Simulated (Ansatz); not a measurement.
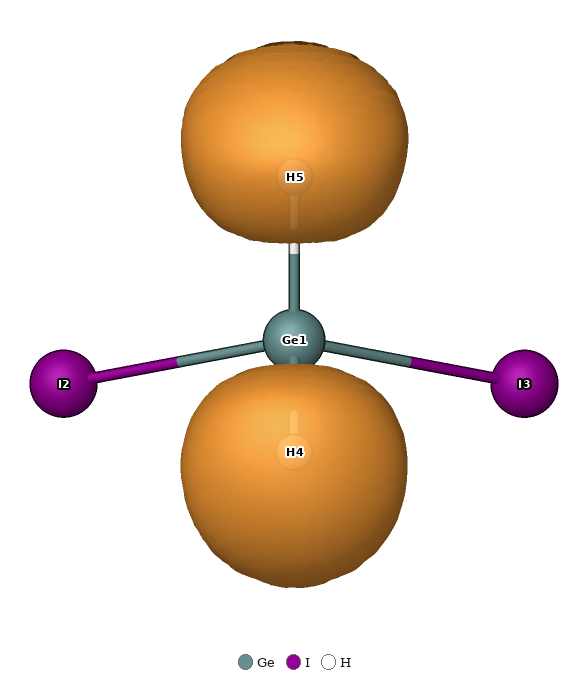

Figure 1: GeH2I2 (GeI2H2). Isosurface of the electron localisation function at 0.9 (orange), seen from one side. Core shells and regions of very low density are left out.

Geometry: PBE0-D4/def2-SVP; core potentials replace the inner electrons of I.

Level of theory: RKS PBE0-D4/def2-TZVP in Ansatz.

Input

```
crystal:
  periodic: [false, false, false]
  atoms:
    - {symbol: Ge, position_ang: [-0.193635, 0.000750, -0.135220]}
    - {symbol: I, position_ang: [-0.206354, -0.023215, 2.375459]}
    - {symbol: I, position_ang: [2.161765, 0.015202, -1.004232]}
    - {symbol: H, position_ang: [-0.884143, 1.286650, -0.605720]}
    - {symbol: H, position_ang: [-0.877632, -1.279397, -0.630285]}
basis:
  gaussian: {orbitals: def2-TZVP, initial_orbitals: start.molden}
hamiltonian: {xc: pbe0, dispersion: d4}
scf: {omitted_lower_state_checks: [starts]}
output: {orbitals: {seedname: orbitals}}
```

Command:

```sh
ansatz run in.yaml --threads 4 --pin off --events-out ev --progress --plain --max-ram 3916MiB
```

**Where are the electrons localised?**

The ELF exceeds this value in two regions around hydrogen nuclei. Along the contacts the grid gives the following. Ge–I (2.51 Å): the ELF peaks at about 0.75 in the valence shell of I, 1.3 Å from its nucleus, and is about 0.75 at the midpoint. Ge–H (1.53 Å): the ELF climbs to about 1 towards the hydrogen.
